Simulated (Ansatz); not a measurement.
**CHBrSi: molecular dynamics (part 4 of 4)**

The same run, continued: CHBrSi; UKS B3LYP/def2-SVP (Ansatz 0.2.0). It belongs to a series of runs on one base structure; here: dynamics from the highest image of the converged band.

Geometry of the input (Å):
```
Si -0.5845  1.2064  -0.2173
C  0.3574  -0.1082  0.3087
Br 1.4868  -1.2923  1.0490
H  -1.2597  0.1941  -1.1405
```

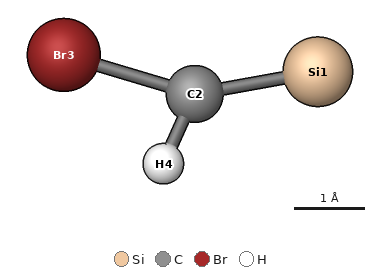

**Figure 1.** The geometry at step 163 of the log (ball-and-stick view, seen at a tilt; atoms are numbered from 1 in the order of the input).

Trajectory as extended XYZ, continued
```
4
Properties=species:S:1:pos:R:3:forces:R:3 step=124 time_fs=62.0 energy=-78963.03325 temperature=1377.6
Si   -0.6331    1.2947   -0.2393    0.9026  -1.4348   0.4545
C     0.2876   -0.1112    0.2408   -1.2054   1.2276  -0.8005
Br    1.5079   -1.3161    1.0628   -1.0322   0.4882  -0.8447
H    -0.7462   -0.3400   -0.8067    1.3350  -0.2809   1.1907
4
Properties=species:S:1:pos:R:3:forces:R:3 step=126 time_fs=63.0 energy=-78962.98306 temperature=1182.9
Si   -0.6319    1.2946   -0.2385    0.7384  -1.1096   0.3933
C     0.2752   -0.1090    0.2310   -0.7903   0.9742  -0.4843
Br    1.5097   -1.3170    1.0642   -1.1932   0.6035  -0.9643
H    -0.7731   -0.2982   -0.8232    1.2451  -0.4681   1.0553
4
Properties=species:S:1:pos:R:3:forces:R:3 step=128 time_fs=64.0 energy=-78962.94816 temperature=1047.5
Si   -0.6306    1.2942   -0.2375    0.5641  -0.6746   0.3533
C     0.2622   -0.1061    0.2208   -0.3916   0.6763  -0.1952
Br    1.5114   -1.3177    1.0655   -1.3391   0.7080  -1.0723
H    -0.7880   -0.2608   -0.8295    1.1667  -0.7097   0.9142
4
Properties=species:S:1:pos:R:3:forces:R:3 step=130 time_fs=65.0 energy=-78962.92266 temperature=948.9
Si   -0.6290    1.2935   -0.2365    0.3820  -0.1476   0.3321
C     0.2488   -0.1026    0.2105   -0.0199   0.3473   0.0604
Br    1.5129   -1.3184    1.0666   -1.4683   0.7984  -1.1683
H    -0.7917   -0.2303   -0.8271    1.1062  -0.9981   0.7757
4
Properties=species:S:1:pos:R:3:forces:R:3 step=133 time_fs=66.5 energy=-78962.90516 temperature=882.1
Si   -0.6264    1.2925   -0.2347    0.0927   0.7365   0.3117
C     0.2289   -0.0970    0.1952    0.4731  -0.1850   0.3727
Br    1.5148   -1.3192    1.0681   -1.6297   0.9085  -1.2886
H    -0.7775   -0.2033   -0.8099    1.0639  -1.4600   0.6042
4
Properties=species:S:1:pos:R:3:forces:R:3 step=135 time_fs=67.5 energy=-78962.92101 temperature=944.2
Si   -0.6246    1.2921   -0.2333   -0.1134   1.3079   0.2803
C     0.2160   -0.0934    0.1853    0.7628  -0.5603   0.5383
Br    1.5158   -1.3196    1.0688   -1.7167   0.9710  -1.3521
H    -0.7553   -0.2022   -0.7910    1.0673  -1.7187   0.5335
4
Properties=species:S:1:pos:R:3:forces:R:3 step=137 time_fs=68.5 energy=-78962.97386 temperature=1148.8
Si   -0.6229    1.2921   -0.2319   -0.3271   1.7919   0.2162
C     0.2037   -0.0902    0.1759    1.0514  -0.9518   0.6985
Br    1.5167   -1.3199    1.0694   -1.7882   1.0334  -1.4005
H    -0.7228   -0.2174   -0.7670    1.0639  -1.8735   0.4858
4
Properties=species:S:1:pos:R:3:forces:R:3 step=139 time_fs=69.5 energy=-78963.06846 temperature=1513.5
Si   -0.6213    1.2928   -0.2304   -0.5368   2.1420   0.1164
C     0.1923   -0.0878    0.1670    1.4036  -1.3532   0.9185
Br    1.5173   -1.3201    1.0699   -1.8432   1.1039  -1.4303
H    -0.6802   -0.2505   -0.7383    0.9764  -1.8927   0.3954
4
Properties=species:S:1:pos:R:3:forces:R:3 step=141 time_fs=70.5 energy=-78963.19004 temperature=1981.2
Si   -0.6198    1.2942   -0.2288   -0.7246   2.3456  -0.0056
C     0.1820   -0.0864    0.1588    1.9062  -1.7278   1.2952
Br    1.5176   -1.3202    1.0702   -1.8760   1.1858  -1.4347
H    -0.6284   -0.3017   -0.7060    0.6944  -1.8036   0.1450
4
Properties=species:S:1:pos:R:3:forces:R:3 step=143 time_fs=71.5 energy=-78963.30646 temperature=2430.0
Si   -0.6186    1.2963   -0.2273   -0.8721   2.4239  -0.1262
C     0.1732   -0.0865    0.1517    2.5734  -1.9951   1.8699
Br    1.5178   -1.3201    1.0702   -1.8749   1.2732  -1.4036
H    -0.5701   -0.3701   -0.6724    0.1736  -1.7020  -0.3400
4
Properties=species:S:1:pos:R:3:forces:R:3 step=146 time_fs=73.0 energy=-78963.44781 temperature=2980.1
Si   -0.6174    1.3012   -0.2250   -0.9868   2.3636  -0.2569
C     0.1641   -0.0896    0.1441    3.3256  -2.1659   2.5633
Br    1.5176   -1.3196    1.0701   -1.7796   1.3845  -1.2708
H    -0.4813   -0.5031   -0.6298   -0.5593  -1.5822  -1.0356
4
Properties=species:S:1:pos:R:3:forces:R:3 step=148 time_fs=74.0 energy=-78963.55610 temperature=3397.0
Si   -0.6170    1.3054   -0.2236   -0.9736   2.1974  -0.2934
C     0.1613   -0.0938    0.1414    3.1224  -2.4539   2.2677
Br    1.5172   -1.3191    1.0698   -1.6439   1.4265  -1.1214
H    -0.4276   -0.6107   -0.6127   -0.5049  -1.1700  -0.8528
4
Properties=species:S:1:pos:R:3:forces:R:3 step=150 time_fs=75.0 energy=-78963.65014 temperature=3755.6
Si   -0.6170    1.3104   -0.2224   -0.8768   1.9048  -0.2842
C     0.1609   -0.1000    0.1406    2.4362  -3.0861   1.3713
Br    1.5167   -1.3184    1.0693   -1.4579   1.4365  -0.9328
H    -0.3786   -0.7292   -0.6034   -0.1014  -0.2552  -0.1542
4
Properties=species:S:1:pos:R:3:forces:R:3 step=152 time_fs=76.0 energy=-78963.66425 temperature=3809.8
Si   -0.6172    1.3161   -0.2212   -0.6965   1.4861  -0.2284
C     0.1625   -0.1087    0.1408    1.6882  -3.7898   0.3800
Br    1.5159   -1.3176    1.0688   -1.2360   1.4165  -0.7190
H    -0.3305   -0.8500   -0.5956    0.2442   0.8872   0.5674
4
Properties=species:S:1:pos:R:3:forces:R:3 step=154 time_fs=77.0 energy=-78963.59591 temperature=3548.9
Si   -0.6177    1.3222   -0.2201   -0.4444   0.9641  -0.1305
C     0.1655   -0.1204    0.1414    1.0941  -4.2105  -0.3723
Br    1.5150   -1.3166    1.0681   -0.9896   1.3696  -0.4905
H    -0.2803   -0.9624   -0.5825    0.3399   1.8769   0.9933
4
Properties=species:S:1:pos:R:3:forces:R:3 step=157 time_fs=78.5 energy=-78963.45785 temperature=3018.9
Si   -0.6186    1.3320   -0.2185    0.0203   0.0646   0.0706
C     0.1715   -0.1444    0.1416    0.4571  -4.0691  -0.9990
Br    1.5134   -1.3147    1.0671   -0.5810   1.2540  -0.1261
H    -0.1995   -1.0956   -0.5451    0.1037   2.7505   1.0546
4
Properties=species:S:1:pos:R:3:forces:R:3 step=159 time_fs=79.5 energy=-78963.40744 temperature=2824.0
Si   -0.6193    1.3386   -0.2174    0.3490  -0.5537   0.2192
C     0.1760   -0.1644    0.1408    0.1363  -3.5012  -1.1568
Br    1.5122   -1.3133    1.0663   -0.2806   1.1511   0.1342
H    -0.1440   -1.1526   -0.5075   -0.2046   2.9038   0.8035
4
Properties=species:S:1:pos:R:3:forces:R:3 step=161 time_fs=80.5 energy=-78963.39705 temperature=2781.3
Si   -0.6198    1.3450   -0.2162    0.6635  -1.1415   0.3629
C     0.1807   -0.1873    0.1390   -0.1026  -2.5473  -1.1029
Br    1.5111   -1.3118    1.0656    0.0411   1.0338   0.4094
H    -0.0905   -1.1821   -0.4624   -0.6020   2.6550   0.3307
4
Properties=species:S:1:pos:R:3:forces:R:3 step=163 time_fs=81.5 energy=-78963.38560 temperature=2732.0
Si   -0.6202    1.3510   -0.2149    0.9438  -1.6685   0.4901
C     0.1852   -0.2121    0.1364   -0.2248  -1.0836  -0.7605
Br    1.5099   -1.3101    1.0650    0.3725   0.9104   0.6903
H    -0.0428   -1.1865   -0.4143   -1.0915   1.8417  -0.4199
4
Properties=species:S:1:pos:R:3:forces:R:3 step=165 time_fs=82.5 energy=-78963.30183 temperature=2405.2
Si   -0.6201    1.3564   -0.2135    1.1764  -2.1158   0.5924
C     0.1896   -0.2378    0.1332   -0.2017   1.0206  -0.0596
Br    1.5088   -1.3083    1.0644    0.6839   0.7898   0.9509
H    -0.0056   -1.1737   -0.3704   -1.6585   0.3054  -1.4837
4
Properties=species:S:1:pos:R:3:forces:R:3 step=167 time_fs=83.5 energy=-78963.12628 temperature=1735.3
Si   -0.6197    1.3612   -0.2118    1.3543  -2.4749   0.6650
C     0.1939   -0.2627    0.1300   -0.0879   3.4164   0.8250
Br    1.5077   -1.3064    1.0639    0.9298   0.6798   1.1494
H     0.0157   -1.1583   -0.3408   -2.1962  -1.6213  -2.6395
4
Properties=species:S:1:pos:R:3:forces:R:3 step=170 time_fs=85.0 energy=-78963.02955 temperature=1369.0
Si   -0.6182    1.3666   -0.2089    1.5223  -2.8509   0.7204
C     0.2001   -0.2945    0.1265   -0.2407   4.6802   1.0644
Br    1.5063   -1.3034    1.0635    1.1024   0.5409   1.2629
H     0.0077   -1.1666   -0.3450   -2.3840  -2.3702  -3.0477
4
Properties=species:S:1:pos:R:3:forces:R:3 step=172 time_fs=86.0 energy=-78963.17692 temperature=1924.3
Si   -0.6166    1.3690   -0.2066    1.5832  -3.0151   0.7306
C     0.2040   -0.3112    0.1252   -0.8085   3.2751   0.0506
Br    1.5056   -1.3014    1.0634    1.0906   0.4594   1.2191
H    -0.0259   -1.1997   -0.3838   -1.8653  -0.7194  -2.0004
4
Properties=species:S:1:pos:R:3:forces:R:3 step=174 time_fs=87.0 energy=-78963.28180 temperature=2326.8
Si   -0.6144    1.3704   -0.2041    1.6199  -3.1382   0.7284
C     0.2073   -0.3253    0.1239   -1.5450   1.6410  -1.1797
Br    1.5050   -1.2992    1.0634    1.0089   0.3808   1.1100
H    -0.0772   -1.2395   -0.4415   -1.0839   1.1163  -0.6586
4
Properties=species:S:1:pos:R:3:forces:R:3 step=176 time_fs=88.0 energy=-78963.27226 temperature=2295.6
Si   -0.6116    1.3708   -0.2014    1.6430  -3.2364   0.7196
C     0.2093   -0.3380    0.1217   -2.1938   0.6900  -2.0918
Br    1.5045   -1.2971    1.0636    0.8857   0.3039   0.9626
H    -0.1389   -1.2691   -0.5057   -0.3349   2.2425   0.4096
4
Properties=species:S:1:pos:R:3:forces:R:3 step=178 time_fs=89.0 energy=-78963.21905 temperature=2094.7
Si   -0.6083    1.3700   -0.1984    1.6580  -3.3151   0.7084
C     0.2096   -0.3501    0.1178   -2.6658   0.4111  -2.6139
Br    1.5041   -1.2949    1.0639    0.7383   0.2304   0.7945
H    -0.2038   -1.2776   -0.5663    0.2695   2.6736   1.1111
4
Properties=species:S:1:pos:R:3:forces:R:3 step=180 time_fs=90.0 energy=-78963.19794 temperature=2015.1
Si   -0.6044    1.3680   -0.1951    1.6672  -3.3722   0.6973
C     0.2077   -0.3618    0.1119   -2.9673   0.5605  -2.8359
Br    1.5038   -1.2926    1.0642    0.5741   0.1644   0.6136
H    -0.2663   -1.2609   -0.6163    0.7260   2.6474   1.5249
4
Properties=species:S:1:pos:R:3:forces:R:3 step=183 time_fs=91.5 energy=-78963.29062 temperature=2372.3
Si   -0.5975    1.3629   -0.1898    1.6697  -3.4039   0.6842
C     0.2004   -0.3785    0.0987   -3.1005   1.2644  -2.7167
Br    1.5035   -1.2892    1.0650    0.2946   0.0926   0.3209
H    -0.3462   -1.1894   -0.6637    1.1363   2.0469   1.7117
4
Properties=species:S:1:pos:R:3:forces:R:3 step=185 time_fs=92.5 energy=-78963.41280 temperature=2841.0
Si   -0.5922    1.3581   -0.1860    1.6618  -3.3764   0.6786
C     0.1924   -0.3884    0.0872   -2.8918   2.0106  -2.2743
Br    1.5033   -1.2870    1.0655    0.0792   0.0712   0.1071
H    -0.3864   -1.1165   -0.6750    1.1509   1.2947   1.4885
4
Properties=species:S:1:pos:R:3:forces:R:3 step=187 time_fs=93.5 energy=-78963.51529 temperature=3232.0
Si   -0.5863    1.3521   -0.1819    1.6427  -3.2999   0.6746
C     0.1822   -0.3967    0.0739   -2.2911   3.0053  -1.3958
Br    1.5032   -1.2847    1.0660   -0.1621   0.0742  -0.1230
H    -0.4158   -1.0314   -0.6724    0.8105   0.2204   0.8442
4
Properties=species:S:1:pos:R:3:forces:R:3 step=189 time_fs=94.5 energy=-78963.51905 temperature=3245.2
Si   -0.5799    1.3450   -0.1776    1.6078  -3.1703   0.6684
C     0.1701   -0.4026    0.0594   -1.1882   4.1721  -0.0126
Br    1.5030   -1.2824    1.0665   -0.4213   0.0993  -0.3628
H    -0.4378   -0.9443   -0.6620    0.0017  -1.1012  -0.2930
4
Properties=species:S:1:pos:R:3:forces:R:3 step=191 time_fs=95.5 energy=-78963.41768 temperature=2862.5
Si   -0.5729    1.3367   -0.1731    1.5515  -2.9931   0.6530
C     0.1571   -0.4051    0.0450    0.1700   5.1379   1.5246
Br    1.5028   -1.2801    1.0670   -0.6771   0.1375  -0.5944
H    -0.4599   -0.8678   -0.6545   -1.0445  -2.2824  -1.5831
4
Properties=species:S:1:pos:R:3:forces:R:3 step=193 time_fs=96.5 energy=-78963.34980 temperature=2607.5
Si   -0.5654    1.3275   -0.1683    1.4666  -2.7807   0.6188
C     0.1442   -0.4035    0.0318    0.9728   5.3453   2.3133
Br    1.5025   -1.2778    1.0674   -0.9015   0.1766  -0.7954
H    -0.4917   -0.8126   -0.6617   -1.5379  -2.7412  -2.1367
4
Properties=species:S:1:pos:R:3:forces:R:3 step=196 time_fs=98.0 energy=-78963.47380 temperature=3075.3
Si   -0.5531    1.3119   -0.1608    1.2603  -2.3916   0.5134
C     0.1261   -0.3934    0.0152    0.2984   4.1602   1.3808
Br    1.5018   -1.2742    1.0679   -1.1539   0.2300  -1.0178
H    -0.5643   -0.7771   -0.7079   -0.4048  -1.9986  -0.8764
4
Properties=species:S:1:pos:R:3:forces:R:3 step=198 time_fs=99.0 energy=-78963.54887 temperature=3363.8
Si   -0.5444    1.3004   -0.1556    1.0492  -2.0282   0.4054
C     0.1145   -0.3823    0.0057   -0.4708   2.9873   0.3995
Br    1.5012   -1.2719    1.0680   -1.2804   0.2762  -1.1244
H    -0.6195   -0.7787   -0.7513    0.7020  -1.2354   0.3195
4
Properties=species:S:1:pos:R:3:forces:R:3 step=200 time_fs=100.0 energy=-78963.54924 temperature=3368.2
Si   -0.5353    1.2882   -0.1502    0.7696  -1.5062   0.2791
C     0.1026   -0.3688   -0.0035   -0.8551   1.7656  -0.2290
Br    1.5004   -1.2694    1.0680   -1.3892   0.3419  -1.2103
H    -0.6681   -0.7921   -0.7919    1.4747  -0.6013   1.1603
```
